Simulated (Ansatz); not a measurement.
# Calculations on CH₇BrSn

### Relaxation

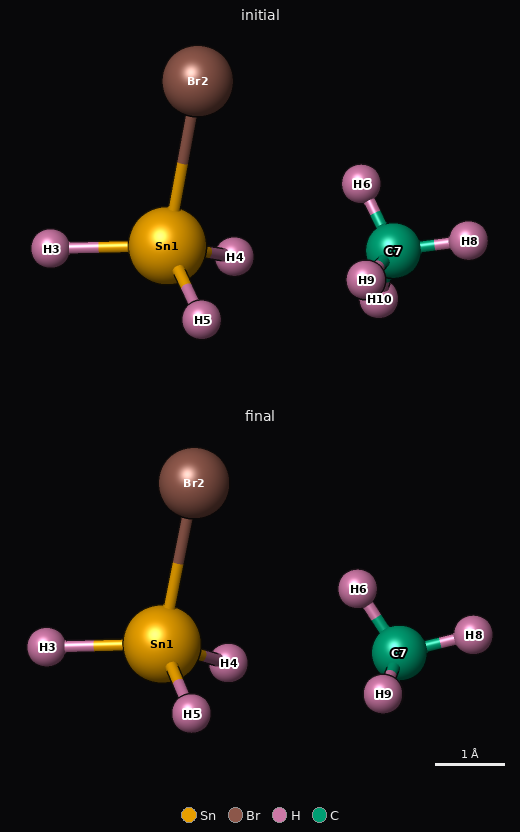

The structure of CH7BrSn before (top) and after (bottom) a relaxation, at one scale.

A ball-and-stick model, seen at a tilt.

The run prepares an end point of a later path (reaction) calculation, from a guessed geometry.

Computed with Ansatz 0.2.0, UKS LDA/def2-SVP. Settings: collinear spin; force threshold 0.03 eV/Å; at most 50 steps.

### Summarise the run.

The energy falls by 0.056 eV in 7 geometry steps. Largest force component: 0.73 eV/Å at the start, 0.0028 eV/Å at the end. The forces were under the threshold at step 3, but the run went on from there. The atom that moves furthest after the best rigid fit is H9 (0.31 Å). By element the largest moves are H 0.31 Å, Br 0.13 Å, C 0.10 Å, Sn 0.09 Å. Among the contacts that change: Sn1–Br2 2.566 → 2.491 Å, H6–C7 1.091 → 1.111 Å, Sn1–H3 1.721 → 1.715 Å, C7–H10 1.114 → 1.109 Å. Bond angles that change, for instance: H3–Sn1–H4 115.2° → 112.4°.

Limits of the set-up: the start holds two separate molecules, 2.6 Å apart at their closest, whose relative position is a soft coordinate and is computed without a dispersion correction.

### Relaxation

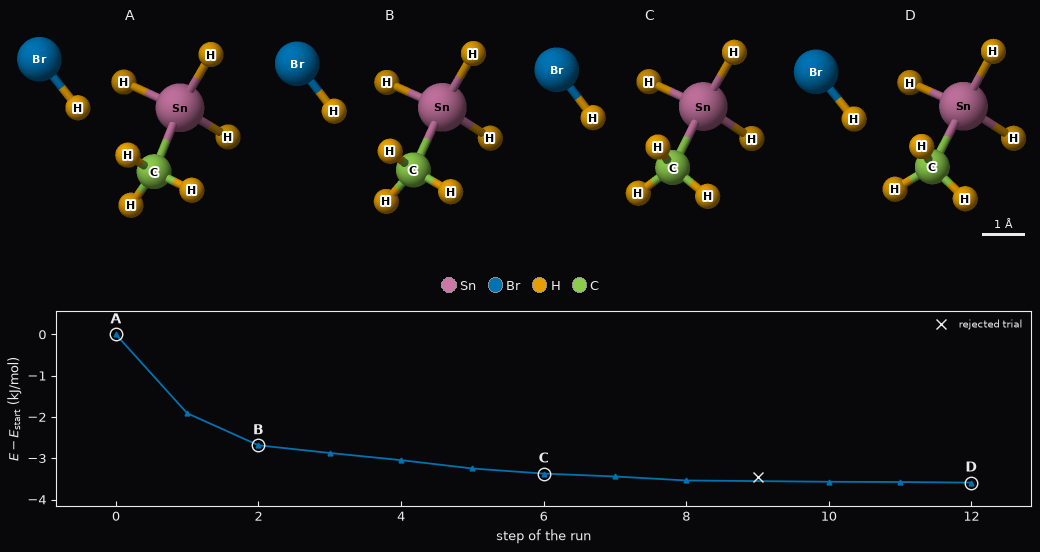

Frames of a relaxation of CH₇BrSn, marked on the history of the run. The picture is a ball-and-stick view, seen at a tilt.

The run prepares an end point of a later path (reaction) calculation, from a guessed geometry.

The calculation used Ansatz 0.2.0, UKS LDA/def2-SVP. Set-up: collinear spin; force threshold 0.03 eV/Å; at most 50 steps.

**What happens along the run?**

The atom that moves furthest after the best rigid fit is an H atom (0.55 Å). By element the largest moves are H 0.55 Å, Br 0.31 Å, C 0.12 Å, Sn 0.09 Å. Near-neighbour distances that change, for instance: Br–H 1.483 → 1.445 Å. Among the angles between lasting bonds that change: Sn–C–H 113.1° → 110.8°. Groups turn about C–Sn by about 25°. Over 11 accepted moves (12 points after the start) the energy falls by 3.59 kJ/mol. The largest force component goes from 0.69 to 0.015 eV/Å. The line search rejected the trial step at point 9 of the run. Cost: 22 s on 4 threads of Arm Neoverse N1, on a shared host, peak memory 0.18 GiB. From step 0 to 2: an H atom moves most (0.14 Å), energy −2.69 kJ/mol. From step 2 to 6: an H atom moves most (0.29 Å), energy −0.69 kJ/mol. From step 6 to 12: an H atom moves most (0.13 Å), energy −0.22 kJ/mol.

### Path

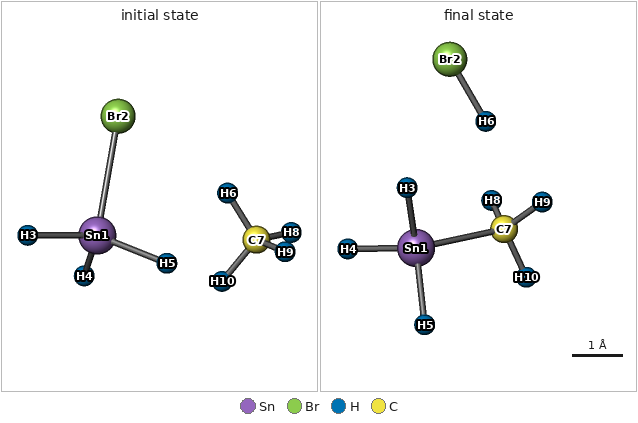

The two relaxed end points of a path for CH$_{7}$BrSn, made up at the start of SnH3Br and CH4. The picture is a ball-and-stick view, seen at a tilt.

Level of theory: UKS LDA/def2-SVP (Ansatz).

Settings: 9 movable images; climbing image; force threshold 0.03 eV/Å; iteration limit 60.

Start:
```xyz
10

Sn   -0.1939   -1.7567   -0.5105
Br    2.2414   -1.2440   -0.6154
H    -0.3613   -3.3248   -1.1837
H    -0.6268   -1.7084    1.1459
H    -0.9862   -0.5559   -1.4386
H     0.8806    1.1128    0.2615
C    -0.0151    1.7166    0.5192
H     0.2908    2.5717    1.1532
H    -0.4868    2.0946   -0.4090
H    -0.7428    1.0940    1.0776
```

End:
```xyz
10

Sn   -0.8494   -1.0003   -0.1585
Br    3.0248   -0.2508   -0.0710
H     0.1751   -1.6801   -1.3524
H    -0.7255   -1.8859    1.3056
H    -2.4779   -1.0321   -0.7076
H     1.8167    0.5411   -0.0451
C    -0.3021    1.0476    0.2052
H     0.3960    1.1229    1.0660
H     0.1518    1.5036   -0.7006
H    -1.2095    1.6340    0.4584
```

What barrier does the band find between them, and by what path?

Answer. The energy climbs by 1.97 eV to image 6 and then falls by 0.77 eV, so the end point sits at +1.20 eV. Breaking: H6–C7 (1.11 → 1.33 at the top → 2.19 Å), Sn1–Br2 (2.49 → 2.99 at the top → 3.95 Å). Forming: Br2–H6 (2.86 → 1.82 at the top → 1.44 Å), Sn1–C7 (3.63 → 2.37 at the top → 2.15 Å). The band is converged. At the top, the vibrational analysis gives one imaginary mode (697i cm⁻¹), as a transition state must have.

Energies of the converged images:

```json
{"image": "0", "path (Å)": "0.00", "E (eV)": "0.000"}
{"image": "1", "path (Å)": "0.88", "E (eV)": "0.010"}
{"image": "2", "path (Å)": "1.75", "E (eV)": "0.015"}
{"image": "3", "path (Å)": "2.63", "E (eV)": "0.027"}
{"image": "4", "path (Å)": "3.50", "E (eV)": "0.315"}
{"image": "5", "path (Å)": "4.38", "E (eV)": "1.081"}
{"image": "6", "path (Å)": "5.25", "E (eV)": "1.973"}
{"image": "7", "path (Å)": "5.99", "E (eV)": "1.409"}
{"image": "8", "path (Å)": "6.72", "E (eV)": "1.227"}
{"image": "9", "path (Å)": "7.46", "E (eV)": "1.209"}
{"image": "10", "path (Å)": "8.20", "E (eV)": "1.201"}
```

The geometry at the top of the path:

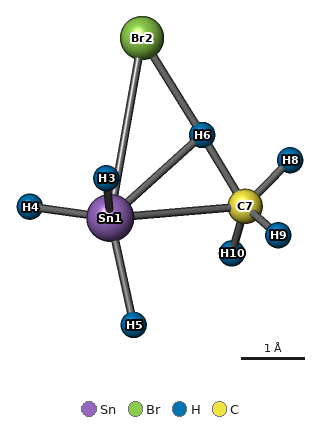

Limits of the set-up: the start holds two separate molecules, 2.8 Å apart at their closest, whose relative position is a soft coordinate and is computed without a dispersion correction.

Cost: 4.5 min on 4 threads of Arm Neoverse N1 (shared host), peak memory 0.19 GiB.
